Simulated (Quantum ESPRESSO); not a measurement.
# Simulated XPS, UPS and emission spectra of MoSi2, part 4 of 14

What would valence photoemission of MoSi2 look like, and what sets its shape?

Quantum ESPRESSO 7.5; DFT, PBE, plane waves, ultrasoft GBRV pseudopotentials, scalar-relativistic (the session's first sound run).

So far. Step 2 (The base run: self-consistent run): The run ends at a pressure of 1.99 GPa, with forces up to 0.28 eV/Å.

The database entry behind the starting cell is an old determination (1927), so it need not match the best structure at ambient conditions.

## Step 4: Projected DOS and spectra (continued)

Shapes are the site's partial DOS without matrix elements, which overweights lines from ligand s bands. Emission peaks, by row:

```tsv
line	energy (eV)	height (%)
Mo L-beta2	-2.304	100
Si K-beta	-5.604	60.38
Si K-beta	-2.254	100
Si K-beta, E along x	-5.654	58.66
Si K-beta, E along x	-2.204	101
Si K-beta, E along y	-5.654	58.66
Si K-beta, E along y	-2.204	101
Si K-beta, E along z	-5.454	64.42
Si K-beta, E along z	-2.404	101
Si L2,3	-8.954	100
Si L2,3	-3.754	52.13
Si L2,3	-2.854	50.06
```

The spectra weight each projected shell by its atomic cross section (Dirac–Hartree–Slater) and angular factor, for linear light with the analyser at 30° from the polarisation. Broadening, on top of any smearing of the DOS itself: a Gaussian of 0.1 eV and a Lorentzian of 0.1 eV plus 0.08 times the binding energy (full widths), Fermi edge at 77 K. Curves are cut 10 eV under the photon energy, above any shell that the free atom's threshold puts out of reach, or at the lower edge of the window: 11.2 eV at 21.2 eV, 36 eV at 100 eV, 36 eV at 1486.7 eV, 36 eV at 5414.7 eV and 36 eV at 8047.8 eV. Dipole terms alone, which is rough above 3 keV; no background, satellites or final-state effects.

How the area divides among the shells (%):

```tsv
shell	21.2 eV	100 eV	1486.7 eV	5414.7 eV	8047.8 eV
Mo 5s	0.0	1.1	0.6	1.4	1.9
Mo 4p	0.0	20.1	68.3	83.3	84.8
Mo 4d	95.1	4.4	22.3	7.1	4.8
Si 3s	1.4	24.3	6.3	7.0	7.5
Si 3p	2.9	49.9	1.9	0.5	0.3
```

The DOS is smeared over a finite mesh, so a small value at the Fermi level depends on both. At the Fermi level the DOS is 0.28 states/eV a cell, and on the broadened curves Mo 4d holds 69 % of the total there.

## Step 5: The base run: bands

The bands are solved at chosen points on the fixed potential.

The input, bands.in:

```
&control
  calculation = 'bands'
  prefix = 'pes'
  outdir = './tmp'
  pseudo_dir = './pp'
  verbosity = 'high'
/
&system
  ibrav = 0
  nat = 3
  ntyp = 2
  ecutwfc = 40.0
  ecutrho = 200.0
  occupations = 'smearing'
  nbnd = 21
  smearing = 'fd'
  degauss = 0.00367
/
&electrons
  conv_thr = 1.8e-08
  mixing_beta = 0.5
  electron_maxstep = 120
  diago_full_acc = .true.
/
ATOMIC_SPECIES
Mo 95.9500 mo_pbe_v1.uspp.F.UPF
Si 28.0850 si_pbe_v1.uspp.F.UPF
CELL_PARAMETERS angstrom
 -1.600000000 1.600000000 3.930500000
 1.600000000 -1.600000000 3.930500000
 1.600000000 1.600000000 -3.930500000
ATOMIC_POSITIONS crystal
Mo 0.000000000 0.000000000 0.000000000
Si 0.667000000 0.667000000 0.000000000
Si 0.333000000 0.333000000 0.000000000
K_POINTS crystal
94
 0.00000000 0.00000000 0.00000000 1
 0.00000000 0.00000000 0.05000000 1
 0.00000000 0.00000000 0.10000000 1
 0.00000000 0.00000000 0.15000000 1
 0.00000000 0.00000000 0.20000000 1
 0.00000000 0.00000000 0.25000000 1
 ! [... 86 more points ...]
 0.50000000 0.50000000 -0.45828540 1
 0.50000000 0.50000000 -0.50000000 1
```

Command:

```
$ OMP_NUM_THREADS=1 mpirun -n 4 pw.x -nk 4 -in bands.in > bands.out
```

Log:

```text
[banner, memory and clock lines left out]
Program PWSCF v.7.5 starts

          URL

     Atomic positions and unit cell read from directory:
     ./tmp/pes.save/

     Message from routine setup:
     using ibrav=0 with symmetry is DISCOURAGED, use correct ibrav instead

     G-vector sticks info

     bravais-lattice index     =            0
     lattice parameter (alat)  =       8.5705  a.u.
     unit-cell volume          =     271.6091 (a.u.)^3
     number of atoms/cell      =            3
     number of atomic types    =            2
     number of electrons       =        22.00
     number of Kohn-Sham states=           21
     kinetic-energy cutoff     =      40.0000  Ry
     charge density cutoff     =     200.0000  Ry
     Exchange-correlation= SLA  PW   PBE  PBE
                           (   1   4   3   4   0   0   0)

     celldm(1)=   8.570451  celldm(2)=   0.000000  celldm(3)=   0.000000
     celldm(4)=   0.000000  celldm(5)=   0.000000  celldm(6)=   0.000000

     crystal axes: (cart. coord. in units of alat)
               a(1) = (  -0.352789   0.352789   0.866649 )
               a(2) = (   0.352789  -0.352789   0.866649 )
               a(3) = (   0.352789   0.352789  -0.866649 )

     reciprocal axes: (cart. coord. in units 2 pi/alat)
               b(1) = (  0.000000  1.417277  0.576935 )
               b(2) = (  1.417277  0.000000  0.576935 )
               b(3) = (  1.417277  1.417277  0.000000 )

     PseudoPot. # 1 for Mo read from file:
     ./pp/mo_pbe_v1.uspp.F.UPF
     Pseudo is Ultrasoft + core correction, Zval = 14.0
     Generated by new atomic code, or converted to UPF format
     Using radial grid of  889 points,  6 beta functions with:
                l(1) =   0
                l(2) =   0
                l(3) =   1
                l(4) =   1
                l(5) =   2
                l(6) =   2
     Q(r) pseudized with  6 coefficients,  rinner =    1.000   1.000   1.000
                                                       1.000   1.000

     PseudoPot. # 2 for Si read from file:
     ./pp/si_pbe_v1.uspp.F.UPF
     Pseudo is Ultrasoft + core correction, Zval =  4.0
     Generated by new atomic code, or converted to UPF format
     Using radial grid of  899 points,  6 beta functions with:
                l(1) =   0
                l(2) =   0
                l(3) =   1
                l(4) =   1
                l(5) =   2
                l(6) =   2
     Q(r) pseudized with  8 coefficients,  rinner =    0.900   0.900   0.900
                                                       0.900   0.900

     atomic species   valence    mass     pseudopotential
     Mo               14.00    95.95000     Mo( 1.00)
     Si                4.00    28.08500     Si( 1.00)

     16 Sym. Ops., with inversion, found

                                    s                        frac. trans.

      isym =  1     identity

 cryst.   s( 1) = (     1          0          0      )
                  (     0          1          0      )
                  (     0          0          1      )

 cart.    s( 1) = (  1.0000000  0.0000000  0.0000000 )
                  (  0.0000000  1.0000000 -0.0000000 )
                  ( -0.0000000 -0.0000000  1.0000000 )

      isym =  2     180 deg rotation - cart. axis [0,0,1]

 cryst.   s( 2) = (     0          1          0      )
                  (     1          0          0      )
                  (    -1         -1         -1      )

 cart.    s( 2) = ( -1.0000000 -0.0000000  0.0000000 )
                  ( -0.0000000 -1.0000000 -0.0000000 )
                  (  0.0000000  0.0000000  1.0000000 )

      isym =  3     180 deg rotation - cart. axis [0,1,0]

 cryst.   s( 3) = (     0          0          1      )
                  (    -1         -1         -1      )
                  (     1          0          0      )

 cart.    s( 3) = ( -1.0000000  0.0000000 -0.0000000 )
                  ( -0.0000000  1.0000000  0.0000000 )
                  (  0.0000000 -0.0000000 -1.0000000 )

      isym =  4     180 deg rotation - cart. axis [1,0,0]

 cryst.   s( 4) = (    -1         -1         -1      )
                  (     0          0          1      )
                  (     0          1          0      )

 cart.    s( 4) = (  1.0000000 -0.0000000 -0.0000000 )
                  ( -0.0000000 -1.0000000  0.0000000 )
                  ( -0.0000000  0.0000000 -1.0000000 )

      isym =  5     180 deg rotation - cart. axis [1,1,0]

 cryst.   s( 5) = (    -1          0          0      )
[...]
cart.    s( 5) = (  0.0000000  1.0000000 -0.0000000 )
[...]
isym =  6     180 deg rotation - cart. axis [1,-1,0]

 cryst.   s( 6) = (     0         -1          0      )
[...]
cart.    s( 6) = ( -0.0000000 -1.0000000 -0.0000000 )
[...]
isym =  7      90 deg rotation - cart. axis [0,0,-1]

 cryst.   s( 7) = (     1          1          1      )
[...]
cart.    s( 7) = ( -0.0000000  1.0000000  0.0000000 )
[...]
isym =  8      90 deg rotation - cart. axis [0,0,1]

 cryst.   s( 8) = (     0          0         -1      )
[...]
cart.    s( 8) = (  0.0000000 -1.0000000  0.0000000 )
[...]
isym =  9     inversion

 cryst.   s( 9) = (    -1          0          0      )
[...]
cart.    s( 9) = ( -1.0000000 -0.0000000 -0.0000000 )
[...]
isym = 10     inv. 180 deg rotation - cart. axis [0,0,1]

 cryst.   s(10) = (     0         -1          0      )
[...]
cart.    s(10) = (  1.0000000  0.0000000 -0.0000000 )
[...]
isym = 11     inv. 180 deg rotation - cart. axis [0,1,0]

 cryst.   s(11) = (     0          0         -1      )
[...]
cart.    s(11) = (  1.0000000 -0.0000000  0.0000000 )
[...]
isym = 12     inv. 180 deg rotation - cart. axis [1,0,0]

 cryst.   s(12) = (     1          1          1      )
[...]
cart.    s(12) = ( -1.0000000  0.0000000  0.0000000 )
[...]
isym = 13     inv. 180 deg rotation - cart. axis [1,1,0]

 cryst.   s(13) = (     1          0          0      )
[...]
cart.    s(13) = ( -0.0000000 -1.0000000  0.0000000 )
[...]
isym = 14     inv. 180 deg rotation - cart. axis [1,-1,0]

 cryst.   s(14) = (     0          1          0      )
[...]
cart.    s(14) = (  0.0000000  1.0000000  0.0000000 )
[...]
isym = 15     inv.  90 deg rotation - cart. axis [0,0,-1]

 cryst.   s(15) = (    -1         -1         -1      )
[...]
Dynamical RAM for          <psi|beta>:       0.02 MB

     Dynamical RAM for                 psi:       0.74 MB

     Dynamical RAM for                hpsi:       0.74 MB

     Dynamical RAM for                spsi:       0.74 MB

     Dynamical RAM for      wfcinit/wfcrot:       0.75 MB

     Dynamical RAM for           addusdens:       9.48 MB

     The potential is recalculated from file :
     ./tmp/pes.save/charge-density

     Starting wfcs are   21 randomized atomic wfcs

     Band Structure Calculation
     Davidson diagonalization with overlap

     Computing kpt #:     1  of    24 on this pool

     Computing kpt #:     2  of    24 on this pool

     Computing kpt #:     3  of    24 on this pool

     Computing kpt #:     4  of    24 on this pool

     Computing kpt #:     5  of    24 on this pool

     Computing kpt #:     6  of    24 on this pool

     Computing kpt #:     7  of    24 on this pool

     Computing kpt #:     8  of    24 on this pool

     Computing kpt #:     9  of    24 on this pool

     Computing kpt #:    10  of    24 on this pool

     Computing kpt #:    11  of    24 on this pool

     Computing kpt #:    12  of    24 on this pool

     Computing kpt #:    13  of    24 on this pool

     Computing kpt #:    14  of    24 on this pool

     Computing kpt #:    15  of    24 on this pool

     Computing kpt #:    16  of    24 on this pool

     Computing kpt #:    17  of    24 on this pool

     Computing kpt #:    18  of    24 on this pool

     Computing kpt #:    19  of    24 on this pool

     Computing kpt #:    20  of    24 on this pool

     Computing kpt #:    21  of    24 on this pool

     Computing kpt #:    22  of    24 on this pool

     Computing kpt #:    23  of    24 on this pool

     Computing kpt #:    24  of    24 on this pool

     ethr =  8.18E-11,  avg # of iterations = 33.6

     End of band structure calculation

          k = 0.0000 0.0000 0.0000 (  1171 PWs)   bands (ev):

   -44.7008 -18.8571 -18.7587 -18.7587   2.6001   9.7215  12.5898  13.0441
    13.4042  13.4042  16.4733  19.1323  19.1769  19.6933  19.6933  20.1201
    21.0841  21.0841  26.5740  29.5677  29.5989

          k = 0.0709 0.0709 0.0000 (  1159 PWs)   bands (ev):

   -44.6999 -18.8558 -18.7648 -18.7639   2.6776   9.7916  12.2714  13.0663
    13.1981  13.7467  16.1786  18.8665  19.3376  19.5371  19.7284  20.3424
    21.2438  21.4701  26.8997  28.2751  29.3452

          k = 0.1417 0.1417 0.0000 (  1155 PWs)   bands (ev):

   -44.6973 -18.8522 -18.7825 -18.7792   2.9074   9.9906  11.7925  12.6840
    13.1349  14.2547  15.4407  18.4491  19.4288  19.6069  19.8143  20.5901
    21.8326  22.2589  26.3163  27.7712  28.9586

          k = 0.2126 0.2126 0.0000 (  1157 PWs)   bands (ev):

   -44.6933 -18.8467 -18.8094 -18.8031   3.2812  10.2759  11.3729  12.0401
    13.2547  14.5513  14.5842  18.2661  19.4341  19.7307  19.8969  20.7103
    22.9287  23.0694  24.3970  28.6885  28.8429

          k = 0.2835 0.2835 0.0000 (  1159 PWs)   bands (ev):

   -44.6883 -18.8418 -18.8398 -18.8330   3.7854  10.5412  11.0490  11.3867
    13.4304  13.7809  14.5928  18.4554  19.4664  19.7230  19.9047  20.7385
    22.6459  23.6162  24.4010  28.5963  28.6748

          k = 0.3543 0.3543 0.0000 (  1167 PWs)   bands (ev):

   -44.6827 -18.8762 -18.8660 -18.8324   4.3993  10.5926  10.7870  10.8296
    13.3720  13.6632  14.3439  18.8785  19.3828  19.6511  19.7825  20.6328
    21.3456  23.7422  26.1210  28.9289  28.9895

          k = 0.4252 0.4252 0.0000 (  1157 PWs)   bands (ev):

   -44.6772 -18.9087 -18.8989 -18.8251   5.0905  10.2733  10.3509  10.7111
    13.3359  13.9468  13.9864  18.9287  19.2507  19.5222  19.5549  20.2015
    21.0978  23.7459  28.0104  28.9927  29.6346

          k = 0.4960 0.4960 0.0000 (  1164 PWs)   bands (ev):

   -44.6722 -18.9366 -18.9284 -18.8186   5.8036   9.8626  10.0399  10.6794
    13.2570  13.6195  14.2632  18.4341  19.1665  19.3681  19.4584  20.0574
    21.2113  24.0161  27.6383  29.9819  30.5227

          k = 0.5669 0.5669 0.0000 (  1158 PWs)   bands (ev):

[...]
21.3571  24.5766  26.0550  31.0290  31.5178

          k = 0.6378 0.6378 0.0000 (  1174 PWs)   bands (ev):

[...]
21.4524  24.6394  25.1658  30.8471  31.1646

          k = 0.7086 0.7086 0.0000 (  1172 PWs)   bands (ev):

[...]
21.4575  23.9742  25.4296  30.7611  30.8532

          k = 0.7086 0.7086 0.0288 (  1178 PWs)   bands (ev):

[...]
21.4617  24.0067  25.4504  30.5816  30.7754

          k = 0.7086 0.7086 0.0577 (  1178 PWs)   bands (ev):

[...]
21.4740  24.1042  25.5123  30.2171  30.5559

          k = 0.7086 0.7086 0.0865 (  1176 PWs)   bands (ev):

[...]
21.4928  24.2663  25.6135  29.8099  30.2265

          k = 0.7086 0.7086 0.1154 (  1174 PWs)   bands (ev):

[...]
21.5156  24.4907  25.7516  29.3985  29.8213

          k = 0.7086 0.7086 0.1442 (  1166 PWs)   bands (ev):

[...]
21.5396  24.7734  25.9237  28.9947  29.3679

[...]
k =-0.0000-0.0000 0.0577 (  1167 PWs)   bands (ev):

[...]
k =-0.0000-0.0000 0.1154 (  1147 PWs)   bands (ev):

[...]
k =-0.0000-0.0000 0.2308 (  1143 PWs)   bands (ev):

[...]
k =-0.0000 0.0000 0.4039 (  1159 PWs)   bands (ev):

[...]
k =-0.0000-0.0000 0.4615 (  1155 PWs)   bands (ev):

[...]
k =-0.0000-0.0000 0.5192 (  1155 PWs)   bands (ev):

[...]
k = 0.1774-0.0000 0.5769 (  1148 PWs)   bands (ev):

[...]
k = 0.3547-0.0000 0.5769 (  1146 PWs)   bands (ev):

[...]
k = 0.8261-0.0000 0.0000 (  1162 PWs)   bands (ev):

[...]
k = 0.7435 0.0000-0.0000 (  1148 PWs)   bands (ev):

[...]
k = 0.5782-0.0000-0.0000 (  1156 PWs)   bands (ev):

[...]
k = 0.4130-0.0000 0.0000 (  1158 PWs)   bands (ev):

[...]
k = 0.7439 0.6734-0.0000 (  1184 PWs)   bands (ev):

[...]
k = 0.7791 0.6382-0.0000 (  1174 PWs)   bands (ev):

[...]
k = 0.8143 0.6030-0.0000 (  1172 PWs)   bands (ev):

[...]
k = 0.4138 0.4138 0.5769 (  1170 PWs)   bands (ev):

[...]
23.4224  25.0330  26.2311  27.2925  27.6349

          k = 0.3547 0.3547 0.5769 (  1150 PWs)   bands (ev):

[...]
23.6922  24.9304  26.2648  26.3643  26.7680

          k = 0.2956 0.2956 0.5769 (  1154 PWs)   bands (ev):

[...]
23.5688  24.8580  25.0706  26.2471  26.9781

          k = 0.2365 0.2365 0.5769 (  1140 PWs)   bands (ev):

[...]
23.1544  23.8971  24.8356  25.9431  27.8840

          k = 0.1774 0.1774 0.5769 (  1150 PWs)   bands (ev):

   -44.6950 -18.8701 -18.7958 -18.7922   4.7552   6.5476  12.1255  12.6681
    14.9051  15.0002  15.3811  15.7364  17.1799  21.5170  22.1947  22.4633
    22.6821  22.9725  24.8846  25.6755  27.8158

          k = 0.1182 0.1182 0.5769 (  1160 PWs)   bands (ev):

   -44.6979 -18.8761 -18.7768 -18.7749   4.5686   6.2860  12.3537  13.2238
    15.1578  15.2503  15.4242  15.6261  16.9759  21.0760  21.8707  22.2940
    23.0233  23.8287  25.0283  25.4163  26.9663

          k = 0.0591 0.0591 0.5769 (  1150 PWs)   bands (ev):

   -44.6996 -18.8798 -18.7645 -18.7640   4.4570   6.1186  12.5085  13.6297
    15.3988  15.4167  15.4608  15.5559  16.7419  20.7767  21.3890  22.0483
    23.7538  25.0871  25.2228  25.2900  26.0560

          k = 0.0000 0.0000 0.5769 (  1154 PWs)   bands (ev):

   -44.7003 -18.8811 -18.7603 -18.7603   4.4198   6.0612  12.5637  13.7770
    15.4753  15.4753  15.5314  15.5314  16.6076  20.6726  21.2130  21.9649
    24.4840  25.1512  25.1512  25.6388  25.7562

     XML data file, pseudopotentials, collected wavefunctions

                                        0.00s GPU  (     768 calls)
```

It took 15 s on 4 MPI ranks of Arm Neoverse V1, shared host.

Electronic bands along the path, in eV, zero at the Fermi level; # counts the bands kept:

```tsv
point	#4	#5	#6	#7	#8	#9	#10	#11
Γ	-3.01	-2.65	-2.65	0.42	3.08	3.12	3.64	3.64
X	-5.27	-4.49	-3.05	-1.13	2.33	2.72	3.01	3.26
P	-6.25	-2.78	-2.05	-2.05	0.23	2.33	4.00	4.00
N	-4.47	-2.60	-2.50	-0.51	2.27	3.03	4.04	4.26
Γ	-3.01	-2.65	-2.65	0.42	3.08	3.12	3.64	3.64
M	-2.27	-0.58	-0.58	-0.52	-0.52	0.56	4.62	5.16
S	-2.77	-2.40	-2.32	-0.41	1.51	3.08	3.56	4.52
jump to S0	-2.77	-2.40	-2.32	-0.41	1.51	3.08	3.56	4.52
Γ	-3.01	-2.65	-2.65	0.42	3.08	3.12	3.64	3.64
jump to X	-5.27	-4.49	-3.05	-1.13	2.33	2.72	3.01	3.26
R	-4.49	-3.88	-2.93	-1.71	1.79	1.95	2.58	4.71
jump to G	-4.49	-3.88	-2.93	-1.71	1.79	1.95	2.58	4.71
M	-2.27	-0.58	-0.58	-0.52	-0.52	0.56	4.62	5.16
```

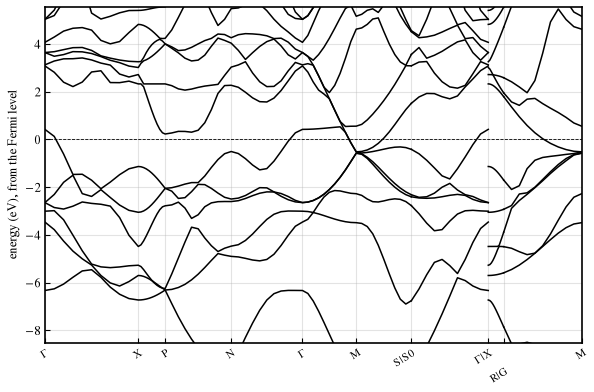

Electronic bands along the path.

Of the bands kept, 2 cross the Fermi level on this path.

(Part 4 of 14 ends here.)

[Logs are printed without paths, hosts, clocks, repeated set-up lines and the standing remarks that a program may print on its own settings, such as how far it seeks lower states.]

[Hosts, paths, dates, database ids (printed as entryN), source tags and the programs' standing remarks are cut or masked in the printed files.]

[Maps of the electrostatic potential energy from Ansatz leave out the sawtooth potential of an applied field or a dipole correction, so their vacuum need not be flat; work functions include it.]

[Peak lists hold at most the 14 tallest peaks of each spectrum; further lines can be left out.]
